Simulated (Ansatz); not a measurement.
# r2SCAN/cc-pVDZ run of C3H7F (SMILES CC(C)F)

Aim: the electronic atomisation energy of C3H7F at r2SCAN/cc-pVDZ, from 4 runs. 

The results are computed with Ansatz 0.2.0.

55 further runs of the same task are left out: 55 set aside as unsound or not needed.

### Step 1. The structure to begin with

The species is C3H7F (11 atoms), meant as a singlet with charge 0. As SMILES, `CC(C)F`. The coordinates come from a PBE0-D4/def2-TZVP relaxation.

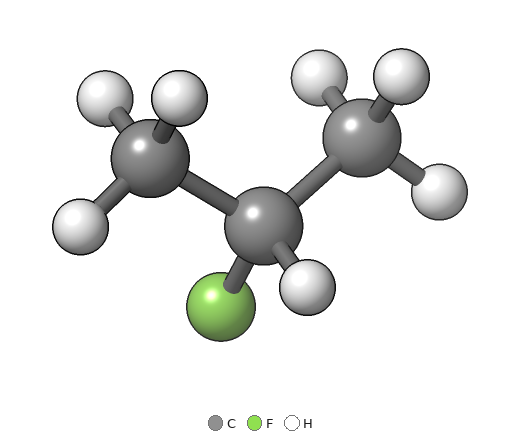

Viewed from a chosen angle; carbon grey, fluorine green, hydrogen white.

### Step 2. The energy at r2SCAN/cc-pVDZ

File run.yaml:

```yaml
crystal:
  periodic: [false, false, false]
  atoms:
    - {symbol: C, position_ang: [-0.234500, 1.045100, -0.703000]}
    - {symbol: C, position_ang: [-0.479600, -0.306600, -0.081300]}
    - {symbol: C, position_ang: [0.626400, -0.766200, 0.834700]}
    - {symbol: F, position_ang: [-0.614100, -1.242400, -1.108400]}
    - {symbol: H, position_ang: [-1.041900, 1.303400, -1.390000]}
    - {symbol: H, position_ang: [-0.180600, 1.814100, 0.071000]}
    - {symbol: H, position_ang: [0.707700, 1.043900, -1.256000]}
    - {symbol: H, position_ang: [-1.436600, -0.307200, 0.453700]}
    - {symbol: H, position_ang: [1.578500, -0.788700, 0.299400]}
    - {symbol: H, position_ang: [0.417300, -1.766700, 1.216600]}
    - {symbol: H, position_ang: [0.722800, -0.085600, 1.683800]}
basis:
  gaussian: {orbitals: cc-pVDZ}
hamiltonian: {xc: r2scan}
accuracy: high
output: {orbitals: {seedname: orbitals}}
```

Run with:

```sh
ansatz run run.yaml --threads 1 --pin off --max-ram 3480MiB --events-out events.jsonl --progress --plain --runs-dir runs
```

The log of the run:

```text
Warning: RAYON_NUM_THREADS=1 ignored (pool sized by the plan → 1); use --threads N
Functional definition: r2SCAN
  name "r2SCAN"
  parameter k0 = 0.174
  parameter k1 = 0.065
  parameter a1 = 4.9479
  exchange = r2scan_x(k0 = k0, k1 = k1, a1 = a1)
  correlation = r2scan_c
2224 factors; integrals over basis functions are off by at most 3.6e-9 eV
mean field evaluation 1: about -5931.9427 eV, gradient 5.5e1 eV
mean field evaluation 2: about -5928.4620 eV, gradient 6.5e1 eV
mean field evaluation 4: about -5939.3307 eV, gradient 3.4e0 eV
mean field evaluation 8: about -5939.3440 eV, gradient 1.6e-1 eV
mean field evaluation 16: about -5939.3440 eV, gradient 1.4e-5 eV
mean field -5939.34402168 eV, -218.2668669647 hartree, gradient 2.2e-8 eV, S^2 0.000000; 0 other end points of the search recorded, 0 dependent functions left out
reference -5939.34402237 eV, -218.2668669902 hartree; 17, 17 occupied and 74, 74 virtual orbitals, 2224 factors
Total energy: -5939.34402237 eV, -218.2668669902 hartree
```

Wall time 14 s (1 thread of Arm Neoverse V1, shared host); peak memory 0.31 GiB.

### Step 3. The C atom

File run.yaml:

```yaml
crystal:
  periodic: [false, false, false]
  atoms:
    - {symbol: C, position_ang: [0.000000, 0.000000, 0.000000]}
basis:
  gaussian: {orbitals: cc-pVDZ}
magnetization: {spin_polarized: true, initial_magnetization: 2}
accuracy: high
hamiltonian: {xc: {name: r2SCAN}}
```

Run the same way, it converges to -37.82627 Eh (log not shown).

### Step 4. The F atom

File run.yaml:

```yaml
crystal:
  periodic: [false, false, false]
  atoms:
    - symbol: F
      position_ang: [0.000000, 0.000000, 0.000000]
basis:
  gaussian: {orbitals: cc-pVDZ}
total_charge: 0
magnetization: {spin_polarized: true, initial_magnetization: 1}
hamiltonian: {xc: r2scan}
accuracy: high
```

Run the same way, it converges to -99.68613 Eh (log not shown).

### Step 5. The H atom

File job.yaml:

```yaml
basis:
  gaussian: {orbitals: cc-pVDZ}
crystal:
  periodic: [false, false, false]
  atoms:
    - {symbol: H, position_ang: [0.000000, 0.000000, 0.000000]}
accuracy: high
hamiltonian: {xc: {name: r2SCAN}}
magnetization: {spin_polarized: true, initial_magnetization: 1}
```

Run the same way, it converges to -0.49921 Eh (log not shown).

### Step 6. Outcome

At r2SCAN/cc-pVDZ:

```
                     quantity          value
       molecule: total energy  -218.26687 Eh
        molecule: HOMO energy       -7.61 eV
        molecule: LUMO energy        1.77 eV
      molecule: HOMO–LUMO gap        9.38 eV
         C atom: total energy   -37.82627 Eh
                 C atom: ⟨S²⟩          2.005
         F atom: total energy   -99.68613 Eh
                 F atom: ⟨S²⟩          0.751
         H atom: total energy    -0.49921 Eh
                 H atom: ⟨S²⟩          0.750
electronic atomisation energy      43.741 eV
```

In words: Taking the molecule apart into free atoms costs 43.74 eV (1009 kcal/mol), before zero-point energy and without spin-orbit coupling.
